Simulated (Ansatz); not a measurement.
Pressure series in SiO2

Consider SiO2 (space group P3_121, No. 152; a = 4.9484 Å, c = 5.4413 Å).

Cell and atoms are relaxed at each pressure.

Level of theory: PBEsol (Ansatz, a program for electronic structure), without spin-orbit coupling, earlier PAW set.

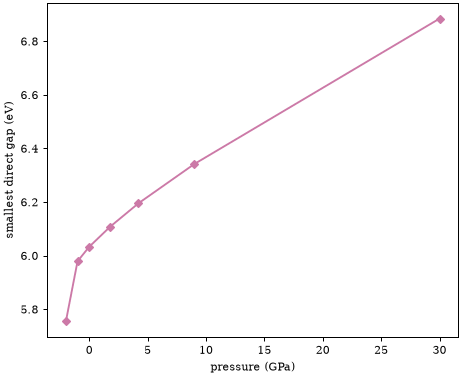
*Smallest direct gap against pressure*

| pressure (GPa) | smallest direct gap |
|---|---|
| -2 | 5.75 eV |
| -1 | 5.98 eV |
| 1.8 | 6.11 eV |
| 4.2 | 6.19 eV |
| 9 | 6.34 eV |
| 30 | 6.88 eV |

Load acts through the strain it causes; cell and atoms are relaxed under it. Whether these cells are dynamically stable was not tested. No other phases were tried under pressure.
